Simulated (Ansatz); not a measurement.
## Electronic structure of H₅NSi···H₂O in real space

The calculation's input:

```
crystal:
  periodic: [false, false, false]
  atoms:
    - { symbol: Si, position_ang: [0.138682, -0.068031, -0.065679] }
    - { symbol: H, position_ang: [-0.002546, 0.047782, 1.398673] }
    - { symbol: H, position_ang: [1.609234, -0.278812, -0.340715] }
    - { symbol: H, position_ang: [-0.296498, 1.158642, -0.793289] }
    - { symbol: "N", position_ang: [-0.865335, -1.442245, -0.573627] }
    - { symbol: H, position_ang: [-0.475586, -2.361201, -0.34181] }
    - { symbol: H, position_ang: [-1.119486, -1.446238, -1.565633] }
    - { symbol: O, position_ang: [-2.510528, 0.170687, 1.058692] }
    - { symbol: H, position_ang: [-2.290134, -0.635747, 0.522112] }
    - { symbol: H, position_ang: [-1.833601, 0.095964, 1.779875] }
basis:
  gaussian: { orbitals: "6-31G*" }
hamiltonian:
  xc: pbe
  dispersion: d4
relax:
  f_tol: 0.03
  max_steps: 50
output:
  orbitals: {}
```

Launched as:

```sh
ansatz run input.yaml --threads 1 --pin off --max-ram 2048MiB --backend cpu --events-out ev --progress --plain --runs-dir out
```

The fields are those of the run's last geometry, not of the input's.

The calculation used RKS PBE-D4/6-31G* (Ansatz 0.2.0).

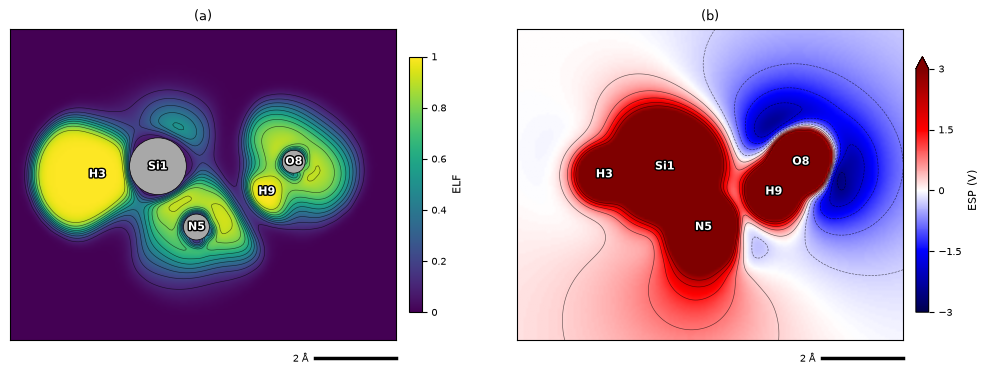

Figure 1. (a) ELF; (b) electrostatic potential on the plane of atoms H3, Si1 and N5. Grey discs cover the atomic cores in the ELF map.

Read the bonding off the picture.

Answer.
- Atoms in the plane: Si, H, N and O.
- N5···H9 (1.94 Å): the ELF dips to about 0.15 between them; a closed-shell contact with the geometry of a hydrogen bond.
- Si–N (1.77 Å): the ELF peaks at about 0.90 between the atoms; a shared but strongly polarised pair.
- O–H (0.99 Å): the ELF climbs to about 1 towards the hydrogen, as it does in any bond to H: a covalent bond by its length.
- Si–H (1.51 Å): the ELF climbs to about 1 towards the hydrogen.
- The ELF also peaks beside O8, away from the bonds: lone-pair regions.
- Outside the dense part of the complex the potential is most negative (−2.5 V) near O8.

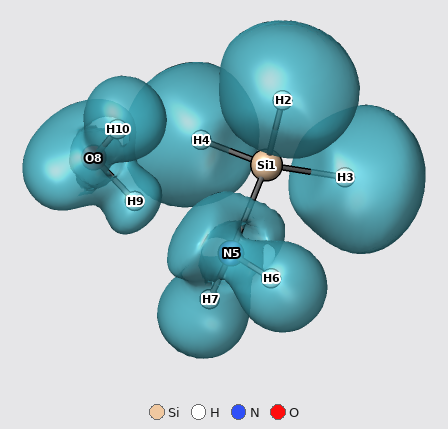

Figure 2. Isosurface of the electron localisation function at 0.75 (cyan), seen at an oblique angle. Core shells and regions of very low density are left out.

Identify the bonds, lone pairs and shells in this picture.

Answer. The surface consists of three regions around hydrogen nuclei, one joined region spread over several atoms (H, N), in which their bonds and any lone pairs are merged and one joined region spread over several atoms (H, O), in which their bonds and any lone pairs are merged.

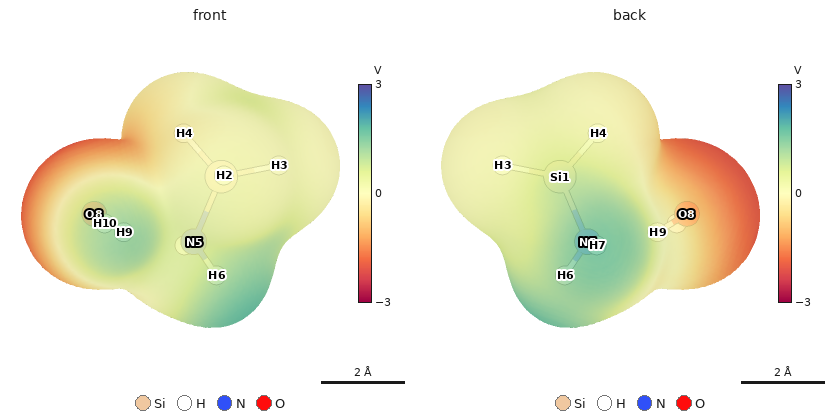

Figure 3. The electrostatic potential painted on the density surface at 0.001 e/bohr³, seen from the front and from behind; the colour scale runs from red (negative) to blue (positive).

Describe the electrostatic potential map.

Answer. The most negative region (about −2.0 V) lies over O8, the most positive (about +1.7 V) over H6. O8 is the likeliest acceptor of a hydrogen bond.

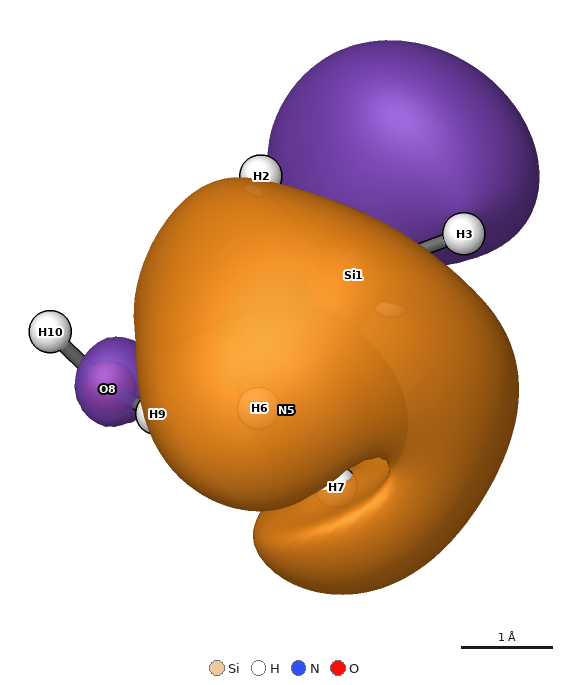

Figure 4. The LUMO at ±0.08 Å⁻³ᐟ² (orange and purple are the two phases), seen at a tilt.

Describe this orbital and give its energy.

Answer. Its weight (Hirshfeld) is mainly on Si1 (about 45 %), N5 (about 15 %), H6 (about 10 %) and H7 (about 10 %). Its energy is −0.40 eV.
